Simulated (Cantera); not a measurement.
Input: 1 mol Si2Cl6, 0.16 mol Cl2, 5.7 mol H2, at 0.300 bar.

Method: chemical equilibrium by Gibbs-energy minimisation in Cantera with the NASA 1993 tables (ideal gas, pure condensed phases). Candidate condensed phases: Si; 19 gas species. The feed counts by its element totals alone. The tables' values for SiCl3 are old estimates; treat these amounts as uncertain. Kinetics and transport are ignored.

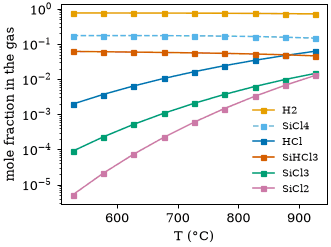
Equilibrium gas composition (values under 1e-9 drawn at 1e-9)

Question: Read off the mole fractions at 527 °C.

Answer: H2 about 0.76, SiCl4 about 0.17, SiHCl3 about 0.061, HCl about 0.0019, SiCl3 about 8.9e-5, SiCl2 about 5.1e-6.
